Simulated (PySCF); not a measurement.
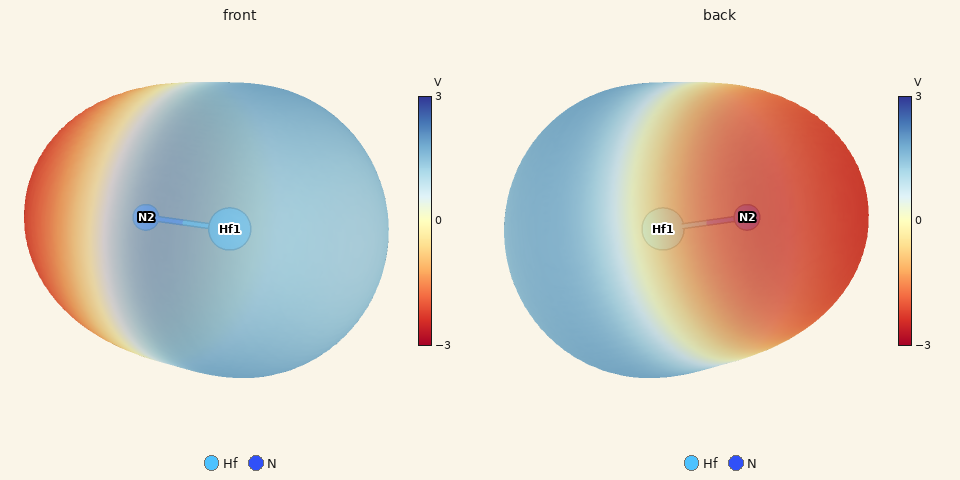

*HfN (doublet). The molecular electrostatic potential painted on the density surface at 0.001 e/bohr³, seen from the front and from behind; the colour scale runs from red (negative) to blue (positive).*

Core potentials replace the inner electrons of Hf.

Computed with PBE0/def2-TZVPPD, non-relativistic Hamiltonian with scalar-relativistic core potentials where named, at a bond length of 1.716 Å in PySCF.

```json
{"atom": "Hf", "x (Å)": "0.0000", "y (Å)": "0.0000", "z (Å)": "-0.1239"}
{"atom": "N", "x (Å)": "0.0000", "y (Å)": "0.0000", "z (Å)": "1.5921"}
```

Question: Describe the electrostatic potential map.

Answer: The most negative region (about −2.3 V, or −53 kcal/mol for a unit charge) lies over N2, the most positive (about +1.7 V, or +39 kcal/mol for a unit charge) over Hf1. N2 is the likeliest acceptor of a hydrogen bond.
